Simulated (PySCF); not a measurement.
```xyz
15

Cl   -1.4716    1.9538   -1.1013
C    -0.7700    1.0043    0.2560
C    -1.2194   -0.4636    0.1225
C    -0.0256   -1.4227    0.1667
Si    1.4109   -0.4365   -0.5949
C     0.7509    1.1481    0.2284
H    -1.1918    1.4661    1.1519
H    -1.9431   -0.7036    0.9039
H    -1.7271   -0.5860   -0.8348
H    -0.2744   -2.3534   -0.3373
H     0.2090   -1.6771    1.2014
H     1.3675   -0.3896   -2.0563
H     2.7334   -0.8250   -0.1070
H     1.0371    2.0786   -0.2553
H     1.1142    1.2065    1.2561
```

Geometry: GFN2-xTB.

Method: BP86/pcSseg-1, SCF density, gas phase, non-relativistic in PySCF.

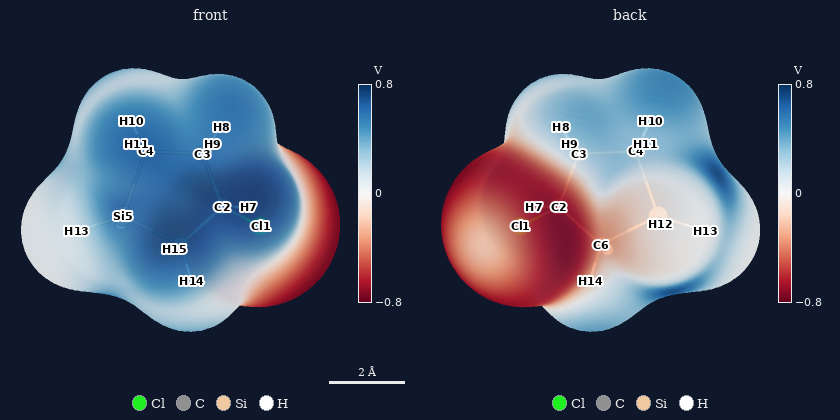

C$_{4}$H$_{9}$ClSi (SMILES Cl[C@H]1CC[SiH2]C1). The molecular electrostatic potential painted on the density surface at 0.001 e/bohr³, seen from the front and from behind; red is negative and blue positive.

Question: Describe the electrostatic potential map.

Answer: The most negative region (about −0.7 V) lies over Cl1, the most positive (about +0.7 V) over the C, H and Si atoms.

Question: What dipole moment does the calculation give?

Answer: Its dipole moment is 2.16 D.
